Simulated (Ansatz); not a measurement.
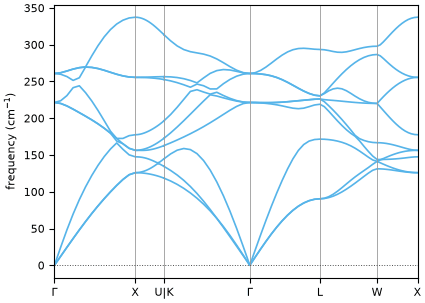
*Phonon dispersion of Mg2Ge (anti-fluorite, Fm-3m), LDA in the plane-wave PAW code Ansatz; imaginary frequencies are drawn negative*

**Question.** Is this phase dynamically stable?

**Answer.** Yes, on this path no branch is imaginary.

**Question.** How high does the spectrum reach?

**Answer.** About 340 cm⁻¹ (10.1 THz).

The cell was relaxed with LDA under the symmetry of its start.

Potentials: the later of the program's two PAW sets.
